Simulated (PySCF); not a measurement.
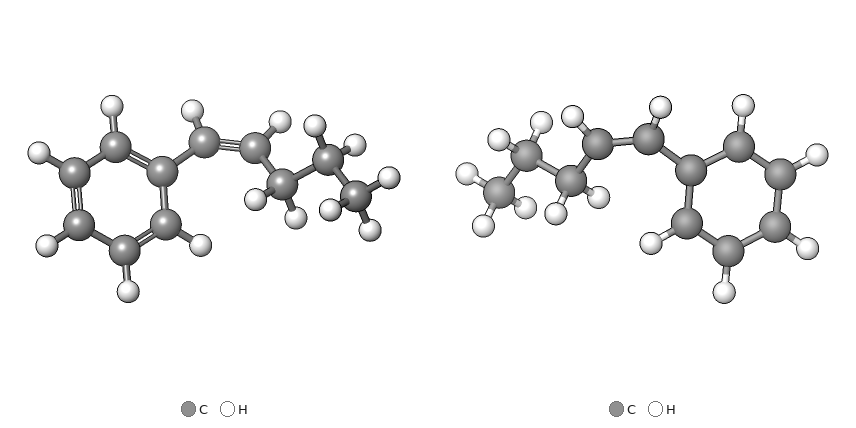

Two views of one molecule.

The computed structure is the end point of a PBE0-D3(BJ)/def2-SVP optimisation. No frequency run is at hand to confirm it as a minimum.

Identify the structure.

It has 25 atoms: 11 carbon and 14 hydrogen (C₁₁H₁₄). As SMILES it reads `CCC/C=C\c1ccccc1`. Independent rings (smallest set): 1 of 6 members, 1 of them aromatic. Among its groups: alkene. This geometry has C1 symmetry. Coordination: 3 C tetrahedral; 8 C trigonal planar.

More results for the same structure follow; atom numbers are the same in all pictures, views and colours differ.

Shape

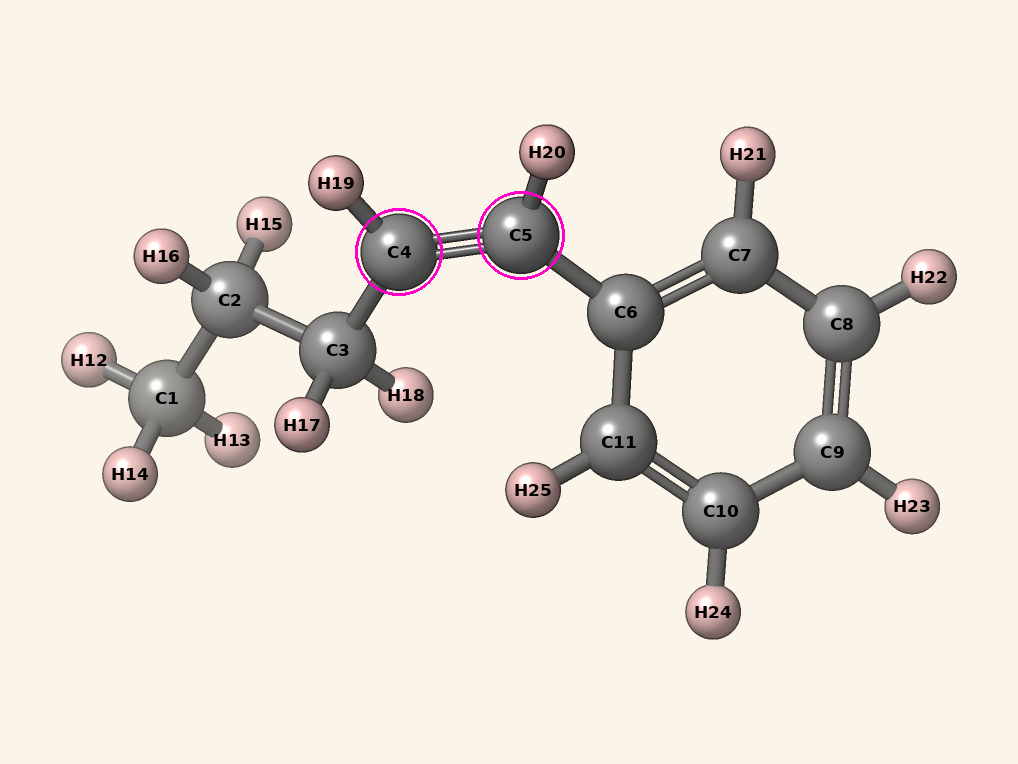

Depth is shown by fading: the farther an atom, the more it takes the colour of the background. Circles mark the stereogenic atoms. No frequency run is at hand to confirm it as a minimum.

What are the Cahn–Ingold–Prelog descriptors?

Answer. C4=C5: Z.

Excitation

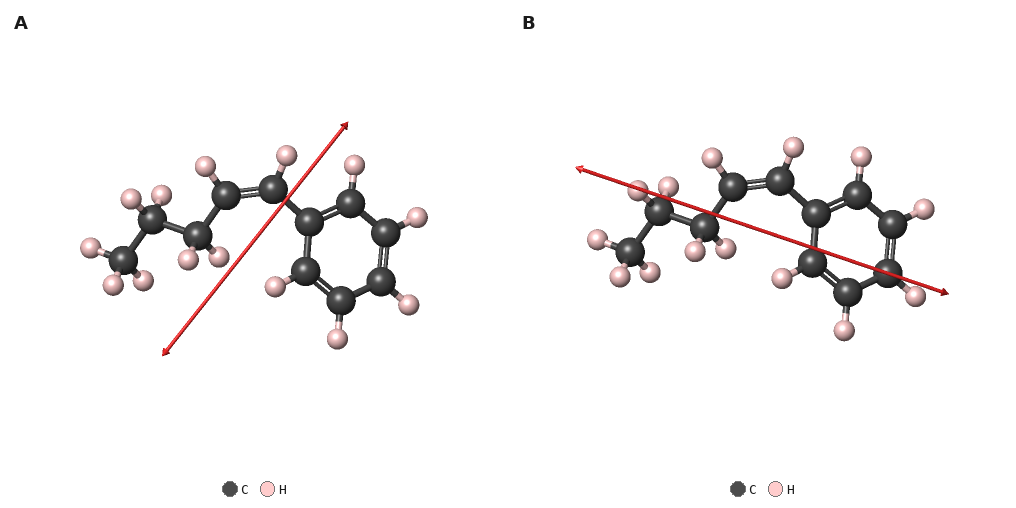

The double arrows show the directions of two transition dipoles from the ground state (lengths mean nothing). No frequency run is at hand to confirm it as a minimum. Method: TDDFT PBE0/def2-SVPD, vertical, gas phase, core orbitals frozen in the response (PySCF 2.14.0).

One belongs to singlet state 2 and one to singlet state 3. Which is which?

Answer. A: state 3, 5.90 eV (210 nm), oscillator strength 0.11, mainly HOMO−1 → LUMO (weight 0.51).
B: state 2, 5.08 eV (244 nm), oscillator strength 0.42, mainly HOMO → LUMO (weight 0.88).

Ring current

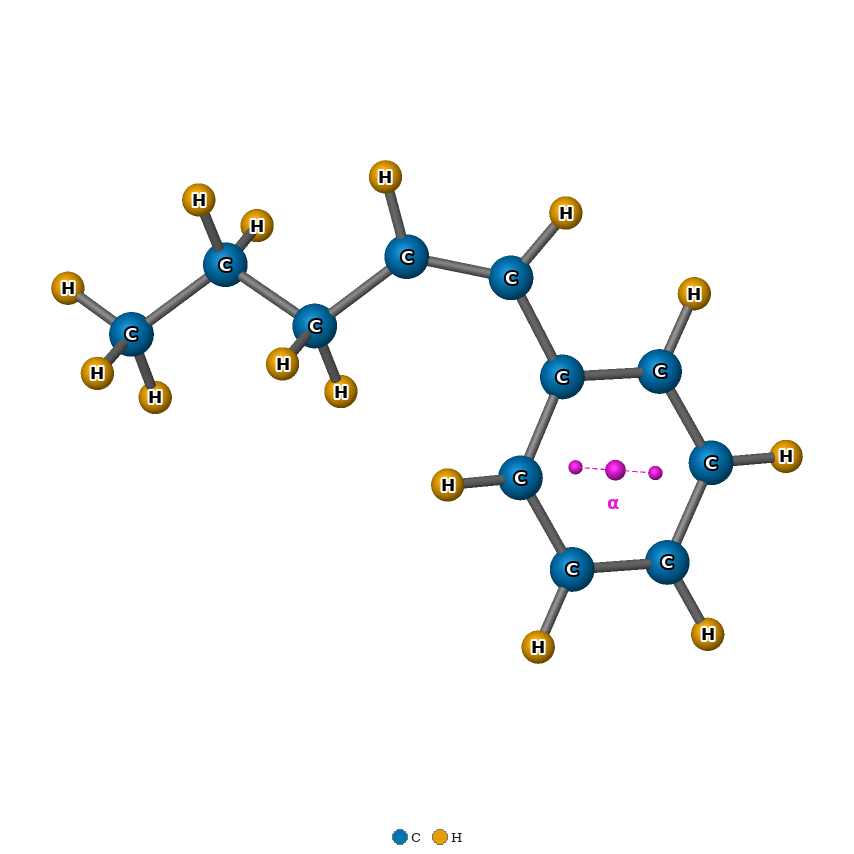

The small points mark where nucleus-independent chemical shifts (NICS) were computed: at the centre of each lettered ring and 1 Å above and below it. No frequency run is at hand to confirm it as a minimum. Level of theory: GIAO PBE0/pcSseg-1 NMR shielding, non-relativistic, gas phase (PySCF 2.14.0).

Give NICS(0), NICS(1) and the out-of-plane component NICS(1)zz for each ring (means of the two sides).

```
ring  members  NICS(0)  NICS(1)  NICS(1)zz
   α       C6     −8.4    −11.0      −27.7
```

Values in ppm.

What do the values say about the ring currents?

Answer. Ring α: diatropic, as in an aromatic ring. NICS is one index among several.

Charges

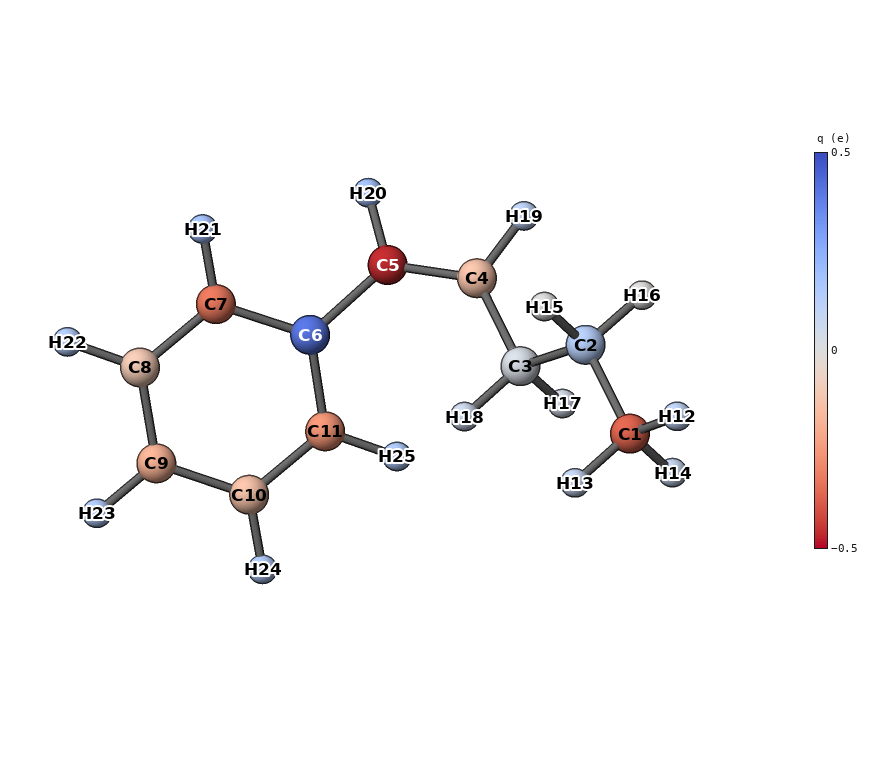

Atoms are coloured by their ESP-fitted charges. No frequency run is at hand to confirm it as a minimum. Level of theory: PBE0/pcSseg-1, gas phase (PySCF 2.14.0).

Which atom carries the highest charge (most positive or least negative)?

Answer. C6 (0.40 e).

And the lowest?

Answer. C5 (−0.46 e).

List the ESP-fitted charges.

```tsv
atom	value (e)
C1	−0.36
C2	0.13
C3	0.03
C4	−0.13
C5	−0.46
C6	0.40
C7	−0.32
C8	−0.10
C9	−0.18
C10	−0.14
C11	−0.26
H12	0.10
H13	0.08
H14	0.08
H15	0.00
H16	−0.01
H17	0.04
H18	0.06
H19	0.11
H20	0.19
H21	0.17
H22	0.14
H23	0.15
H24	0.15
H25	0.15
```
